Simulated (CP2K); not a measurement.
# C2H6Al2OS (SMILES C[S][Al]([AlH2])[CH]=O) at GFN0-xTB

Aim: the energy difference between two shapes of C2H6Al2OS at GFN0-xTB, from 2 runs. 

The results are computed with CP2K 2026.2.

2 further runs of the same task are left out: 1 that didn't finish, 1 set aside as unsound or not needed.

## 1. The system as given

The species is C2H6Al2OS (12 atoms), meant as a singlet with charge 0. As SMILES, `C[S][Al]([AlH2])[CH]=O`. The shape comes from a force field and isn't a relaxed structure. This is one conformer, not always the lowest.

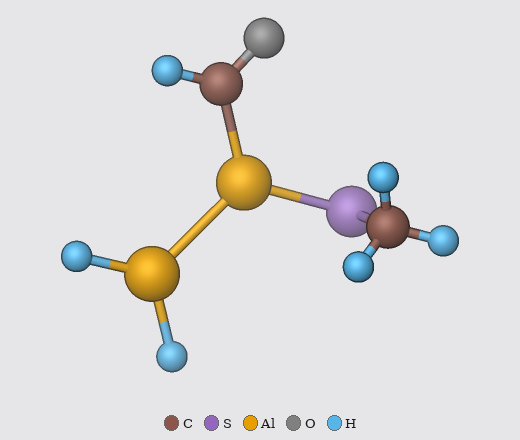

Viewed from a chosen angle; carbon brown, sulfur purple, aluminium amber, oxygen grey, hydrogen blue.

## 2. A single-point energy at GFN0-xTB

Input file molecule.inp:

```
&GLOBAL
  PROJECT_NAME molecule
  RUN_TYPE ENERGY
  PRINT_LEVEL MEDIUM
&END GLOBAL

&FORCE_EVAL
  METHOD QUICKSTEP
  &DFT
    &QS
      METHOD XTB
      EPS_DEFAULT 1.0E-10
      &XTB
        GFN_TYPE 0
        CHECK_ATOMIC_CHARGES F
      &END XTB
    &END QS
    &POISSON
      PERIODIC NONE
      POISSON_SOLVER ANALYTIC
    &END POISSON
    &SCF
      SCF_GUESS ATOMIC
      EPS_SCF 1.0E-07
      MAX_SCF 150
      ADDED_MOS 4
      &DIAGONALIZATION
        ALGORITHM STANDARD
      &END DIAGONALIZATION
      &MIXING
        METHOD DIRECT_P_MIXING
        ALPHA 0.4
      &END MIXING
      &SMEAR ON
        METHOD FERMI_DIRAC
        ELECTRONIC_TEMPERATURE [K] 300
      &END SMEAR
    &END SCF
    &PRINT
      &MOMENTS
        PERIODIC F
        REFERENCE COM
        MAX_MOMENT 1
      &END MOMENTS
      &MO ON
        ENERGIES T
        OCCUPATION_NUMBERS T
        NDIGITS 6
        &EACH
          QS_SCF 0
        &END EACH
        ADD_LAST NUMERIC
      &END MO
      &HIRSHFELD OFF
      &END HIRSHFELD
    &END PRINT
  &END DFT
  &SUBSYS
    &CELL
      ABC 13.7 14.9 15.5
      PERIODIC NONE
    &END CELL
    &COORD
      C      6.093300     5.645750     5.614950
      S      5.013200     7.101350     6.104950
      Al     6.644000     8.136650     7.256050
      Al     7.095700     7.612350     9.667650
      C      7.871000     9.400550     6.345550
      O      7.710400     9.669650     5.178050
      H      5.458800     5.001950     4.992750
      H      6.447900     5.161350     6.491650
      H      6.910100     6.056650     5.037950
      H      8.203000     8.310050    10.507250
      H      6.056400     6.548250    10.418750
      H      8.686800     9.898050     6.932650
    &END COORD
  &END SUBSYS
&END FORCE_EVAL
```

Started as:

```sh
$ OMP_NUM_THREADS=1 cp2k.psmp -i molecule.inp -o molecule.out
```

The log of the run:

```text
CP2K| version string:                                       CP2K version 2026.2
[...]
 GLOBAL| Method name                                                        CP2K
[...]
 GLOBAL| Run type                                                         ENERGY
[...]
                             - Atoms:                                         12
[...]
                             - Spherical basis functions:                     51
[...]
 Number of electrons:                                                         32
[...]
  Fermi energy:                                                -0.34279238485572
[...]
 TB_DIPOLE| Moment [Debye]          2.85231168      -0.62703171       2.19449943
 TB_DIPOLE| Derivative [a.u.]       0.00000000       0.00000000       0.00000000
[...]
 ENERGY| Total FORCE_EVAL ( QS ) energy [hartree]            -16.716570974036500
[...]
```

Wall time 0.82 s (1 thread of Intel Xeon 6975P-C (Granite Rapids), shared host); peak memory 0.19 GiB.

## 3. The distorted shape, same level

Input file qs.inp:

```
&GLOBAL
 PROJECT qs
 RUN_TYPE ENERGY
 PRINT_LEVEL MEDIUM
&END GLOBAL

&FORCE_EVAL
 METHOD QUICKSTEP
 &DFT
  ! Quickstep
  &QS
   METHOD XTB
   EPS_DEFAULT 1.0E-10
   &XTB
    GFN_TYPE 0
    CHECK_ATOMIC_CHARGES F
   &END XTB
  &END QS
  &POISSON
   PERIODIC NONE
   POISSON_SOLVER ANALYTIC
  &END POISSON
  &SCF
   SCF_GUESS ATOMIC
   EPS_SCF 1.0E-07
   MAX_SCF 150
   ADDED_MOS 4
   &DIAGONALIZATION
    ALGORITHM STANDARD
   &END DIAGONALIZATION
   &MIXING
    METHOD DIRECT_P_MIXING
    ALPHA 0.4
   &END MIXING
   &SMEAR ON
    METHOD FERMI_DIRAC
    ELECTRONIC_TEMPERATURE [K] 300
   &END SMEAR
  &END SCF
  &PRINT
   &MOMENTS
    PERIODIC F
    REFERENCE COM
    MAX_MOMENT 1
   &END MOMENTS
   &MO ON
    ENERGIES T
    OCCUPATION_NUMBERS T
    NDIGITS 6
    &EACH
     QS_SCF 0
    &END EACH
    ADD_LAST NUMERIC
   &END MO
   &HIRSHFELD OFF
   &END HIRSHFELD
  &END PRINT
 &END DFT
 &SUBSYS
  ! box in angstrom
  &CELL
   ABC 13.5 14.8 15.3
   PERIODIC NONE
  &END CELL
  &COORD
   C      6.040444     5.636165     5.503991
   S      4.979306     7.013181     6.019598
   Al     6.560882     8.151392     7.241781
   Al     6.932403     7.434566     9.586284
   C      7.701751     9.507642     6.385361
   O      7.637036     9.645047     5.173779
   H      5.427664     4.986541     4.990196
   H      6.284038     5.213097     6.359613
   H      6.841006     6.035350     5.053616
   H      7.979050     8.281486    10.287927
   H      5.810413     6.669850    10.309804
   H      8.520694     9.813459     6.898914
  &END COORD
 &END SUBSYS
&END FORCE_EVAL
```

Started as:

```sh
$ OMP_NUM_THREADS=1 cp2k.psmp qs.inp > qs.out
```

The log of the run:

```text
CP2K| version string:                                       CP2K version 2026.2
[...]
 GLOBAL| Method name                                                        CP2K
[...]
 GLOBAL| Run type                                                         ENERGY
[...]
                             - Atoms:                                         12
[...]
                             - Spherical basis functions:                     51
[...]
 Number of electrons:                                                         32
[...]
  Fermi energy:                                                -0.34121951884478
[...]
 TB_DIPOLE| Moment [Debye]          3.87429302      -0.20626249       3.34475054
 TB_DIPOLE| Derivative [a.u.]       0.00000000       0.00000000       0.00000000
[...]
 ENERGY| Total FORCE_EVAL ( QS ) energy [hartree]            -16.685405143284658
[...]
```

Wall time 0.82 s (1 thread of Intel Xeon 6975P-C (Granite Rapids), shared host); peak memory 0.19 GiB.

## 4. Summary of results

Level: GFN0-xTB.

```
                                                  quantity         value
                                 first shape: total energy  -16.71657 Eh
    first shape: dipole moment (from atomic charges alone)        3.65 D
                                  first shape: HOMO energy      -9.79 eV
                                  first shape: LUMO energy      -8.86 eV
                                first shape: HOMO–LUMO gap       0.93 eV
                            first shape: dispersion energy  -9.00 kJ/mol
                             distorted shape: total energy  -16.68541 Eh
distorted shape: dipole moment (from atomic charges alone)        5.12 D
                              distorted shape: HOMO energy      -9.77 eV
                              distorted shape: LUMO energy      -8.80 eV
                            distorted shape: HOMO–LUMO gap       0.97 eV
                        distorted shape: dispersion energy  -9.05 kJ/mol
                    energy change with the atoms displaced      0.848 eV
```

With the atoms displaced the energy rises by 0.85 eV (81.8 kJ/mol). The first shape isn't relaxed at this level, so the change isn't measured from a minimum. The dipole (first shape) comes from point charges on the atoms alone, without atomic dipoles, so it is partial. The dipole (distorted shape) comes from point charges on the atoms alone, without atomic dipoles, so it is partial.
